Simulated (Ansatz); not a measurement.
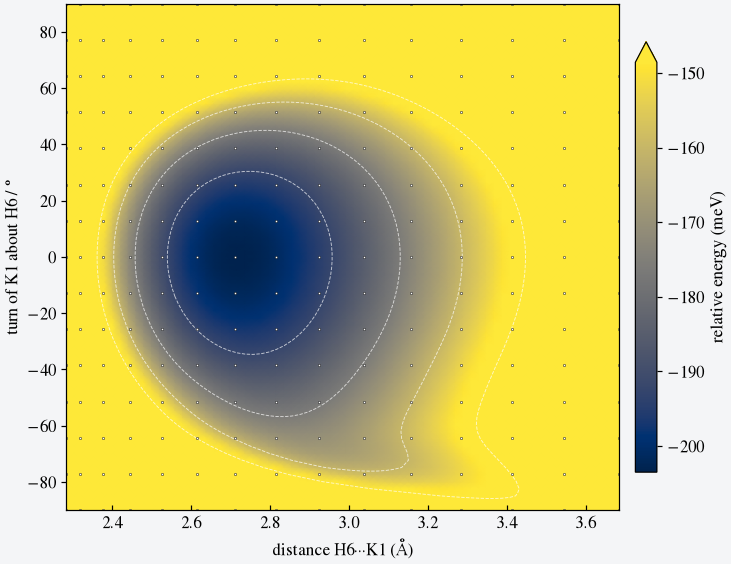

H4KSi, charge +1. The turn is about an axis along (0.29, −0.96, 0.02) in the frame of the relaxed pair, normal to the line between the partners. First axis: distance H6···K1. Second axis: turn of K1 about H6. Grid: 15 × 15 points. Energies: meV, counted from the ion and the molecule far apart, frozen as in the relaxed pair, each in its own basis (no counterpoise correction). Level of theory: RHF/def2-TZVPD in Ansatz.

In the figure: a smooth colour map with a few white contour lines, dots at the grid points, one colour for all values above the top of the scale. Between grid points the surface is interpolated.

### Estimate the position of the minimum and the force constants in these coordinates.

The interpolated minimum is at distance H6···K1 ≈ 2.719 Å, turn of K1 about H6 ≈ 0.0°. The curvatures there are about 0.55 eV/Å² and 0.07 eV/rad², with a cross term of about 0 eV/(Å·rad). Round the minimum the two coordinates are nearly uncoupled.
